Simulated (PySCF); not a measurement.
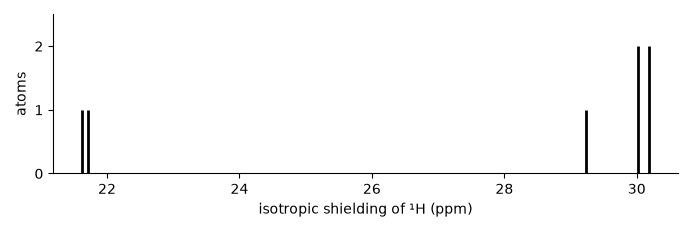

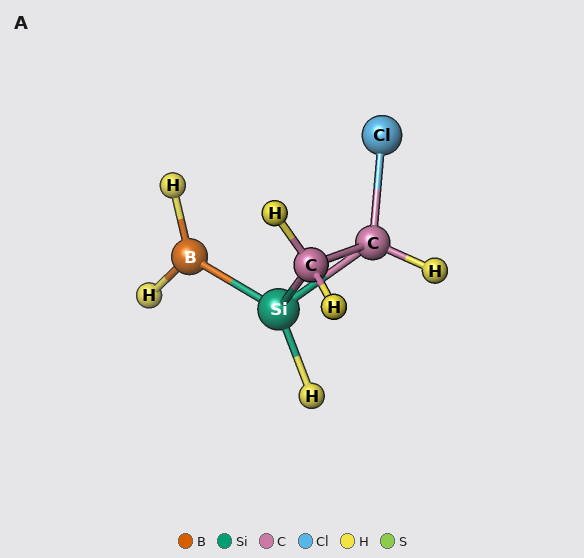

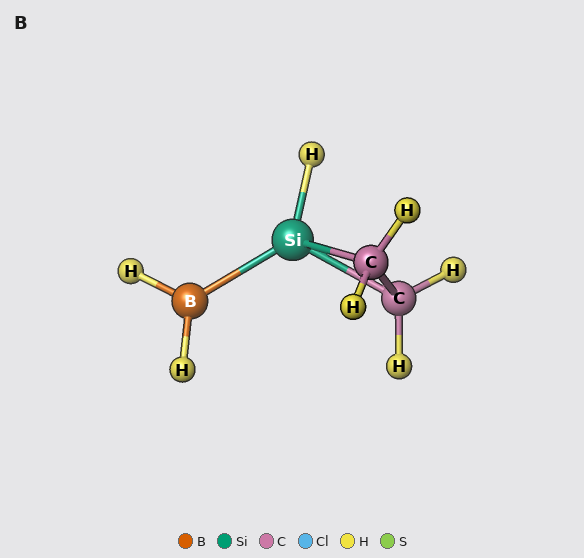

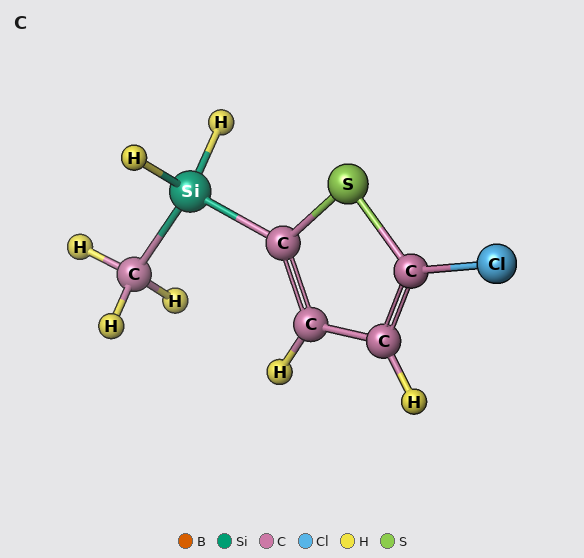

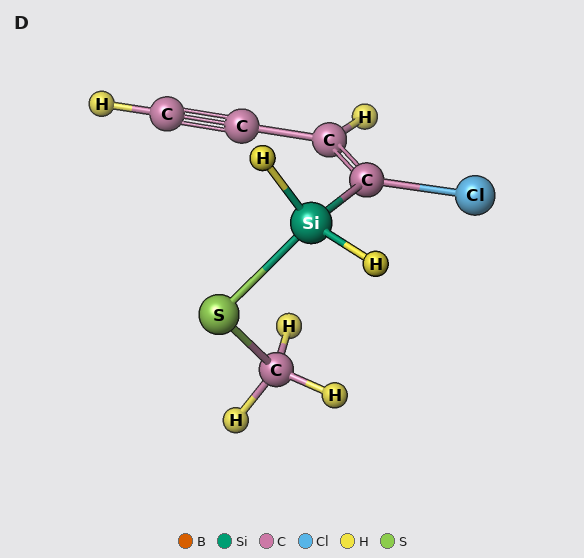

The sticks are computed shieldings of one of the molecules, for one fixed geometry (GFN2-xTB) without averaging over rotations. Low shielding means a high chemical shift. Method: GIAO PBE0/pcSseg-1 NMR shielding, non-relativistic, gas phase (PySCF 2.14.0).

Question: Match the spectrum to a structure.

Answer: B, `B[SiH]1CC1`. Its 7 H atoms give lines at 21.62, 21.72, 29.24, 30.02 (2 atoms), 30.19 (2 atoms) ppm.

The geometry is semi-empirical. Around B, Si such bond lengths and angles can be off by a tenth of an ångström or more and by several degrees, and values that hang on the shape move with them.
